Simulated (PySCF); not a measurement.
**One shape, several levels: BBr2F (dibromofluoroborane)**

We compute a comparison of 6 runs (HF/STO-3G, CAM-B3LYP/cc-pVDZ, wB97M-V/cc-pVDZ, wB97X/cc-pVDZ, B3LYP/6-31G*, SCS-MP2/cc-pVDZ) of BBr2F (dibromofluoroborane). Input form: a Python script.

The calculation is run with PySCF 2.14.0.

2 further runs of the same task are left out: 2 set aside as unsound or not needed.

### Step 1. The molecule

BBr2F has 4 atoms, charge 0, and is taken as a singlet. SMILES: `FB(Br)Br`. The shape is that of a PBE0-D4/def2-TZVP optimisation.

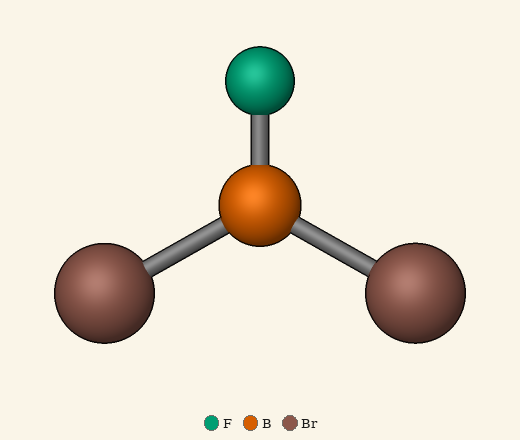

The structure, seen from a chosen angle (fluorine teal, boron orange, bromine brown).

### Step 2. A single-point energy at HF/STO-3G (run 1)

job.py

```python
from pyscf import gto

mol = gto.M(
    atom='''
F      2.487919     0.880537     0.688560
B      0.234250     0.082713     0.064553
Br    -0.912813    -3.079158     1.325548
Br    -1.809356     2.115907    -2.078661
''',
    max_memory=1860,
    unit='bohr',
    basis='sto-3g',
    verbose=4,
)

mf = mol.RHF()
mf.conv_tol = 1e-10
mf.kernel()
if not mf.converged:
    mf = mf.newton().run(mf.mo_coeff, mf.mo_occ)

e_final = mf.e_tot
print('E = %.10f Eh' % e_final)
```

On the command line:

```
$ OMP_NUM_THREADS=1 python job.py
```

Output:

```text
PySCF version 2.14.0

[... 56 lines left out ...]
converged SCF energy = -5211.89025698715
E = -5211.8902569872 Eh
```

Run time: 0.8 s. Hardware: 1 thread of Arm Neoverse V2, shared host; peak memory 0.12 GiB.

### Step 3. A single-point energy at CAM-B3LYP/cc-pVDZ (run 2)

input.py

```python
# FB(Br)Br
from pyscf import gto, dft

molecule = gto.Mole()
molecule.atom = '''
F    1.316550   0.465960   0.364370
B    0.123960   0.043770   0.034160
Br  -0.483040  -1.629420   0.701450
Br  -0.957470   1.119690  -1.099980
'''
molecule.verbose = 4
molecule.max_memory = 1860
molecule.basis = 'cc-pvdz'
molecule.build()

ks = dft.RKS(molecule, xc='cam-b3lyp')
ks.conv_tol = 1e-10
ks.grids.level = 5
ks.kernel()
if not ks.converged:
    ks = ks.newton().run(ks.mo_coeff, ks.mo_occ)

e_tot = ks.e_tot
print(f'total energy: {e_tot:.8f} hartree')
```

On the command line:

```
$ OMP_NUM_THREADS=1 python input.py
```

Output:

```text
PySCF version 2.14.0

[... 72 lines left out ...]
converged SCF energy = -5273.29175532843
total energy: -5273.29175533 hartree
```

It took 27 s on 1 thread of Arm Neoverse V2, shared host; peak memory 0.44 GiB.

Runs 3 to 5 aren't shown in full; the table further down has their settings and results.

### Step 4. The energy at SCS-MP2/cc-pVDZ (run 6)

run.py

```python
# FB(Br)Br
from pyscf import gto, mp

mol = gto.M(
    atom='F 1.316550 0.465960 0.364370; B 0.123960 0.043770 0.034160; Br -0.483040 -1.629420 0.701450; Br -0.957470 1.119690 -1.099980',
    verbose=3,
    spin=0,
    charge=0,
    max_memory=1860,
    basis='cc-pvdz',
)

mf = mol.RHF()
mf.conv_tol = 1e-10
mf.kernel()
if not mf.converged:
    mf = mf.newton().run(mf.mo_coeff, mf.mo_occ)

pt = mp.MP2(mf, frozen=20).run()
energy = mf.e_tot + 1.2 * pt.e_corr_os + pt.e_corr_ss / 3
print('E(%s) = %.9f' % ('SCS-MP2', energy))
```

On the command line:

```
$ OMP_NUM_THREADS=1 python run.py
```

Output:

```text
converged SCF energy = -5269.03162843446
E(RMP2) = -5269.55482703764  E_corr = -0.523198603174805
E(SCS-RMP2) = -5269.52814283705  E_corr = -0.496514402591673
E(SCS-MP2) = -5269.528142837
```

Run time: 2.2 s. Hardware: 1 thread of Arm Neoverse V2, shared host; peak memory 0.19 GiB.

### Step 5. All runs side by side

| run | level | integration grid | nlc grid | energy (Eh) | dipole moment (D) of the reference | HOMO energy (eV) | LUMO energy (eV) | wall time |
| --- | --- | --- | --- | --- | --- | --- | --- | --- |
| 1 | HF/STO-3G | – | – | -5211.890257 | 0.81 | -8.88 | 6.41 | 0.8 s |
| 2 | CAM-B3LYP/cc-pVDZ | 5 | – | -5273.291755 | 0.19 | -9.77 | 0.08 | 27 s |
| 3 | wB97M-V/cc-pVDZ | 5 | 1 | -5272.768762 | 0.15 | -10.70 | 1.01 | 58 s |
| 4 | wB97X/cc-pVDZ | 5 | – | -5273.110922 | 0.16 | -10.85 | 1.17 | 27 s |
| 5 | B3LYP/6-31G* (spherical functions) | 5 | – | -5272.564512 | 0.01 | -8.24 | -1.31 | 16 s |
| 6 | SCS-MP2/cc-pVDZ | – | – | -5269.528143 | 0.26 | -11.54 | 2.61 | 2.2 s |

### Step 6. Outcome

| quantity | value |
| --- | --- |
| run 6: total energy | -5269.52814 Eh |
| run 6: dipole moment (Hartree–Fock density) | 0.26 D |
| run 6: HOMO energy (Hartree–Fock orbitals) | -11.54 eV |
| run 6: LUMO energy (Hartree–Fock orbitals) | 2.61 eV |
| run 6: HOMO–LUMO gap (Hartree–Fock orbitals) | 14.15 eV |
| run 6: correlation energy (20 core orbitals frozen) | -496.5 mEh |

Over runs 1, 2, 3, 4, 5 the dipole moment (its size) runs from 0.01 D (B3LYP/6-31G*) to 0.81 D (HF/STO-3G). The two ends differ in method and basis. The two dipoles point in opposite directions. Over runs 1, 2, 3, 4, 5 the HOMO–LUMO gap runs from 6.94 eV (B3LYP/6-31G*) to 15.29 eV (HF/STO-3G). Totals of different functionals can't be ranked against each other. In run 1 the basis is minimal, so the values are rough. All runs together took 2.2 min, the longest 58 s.
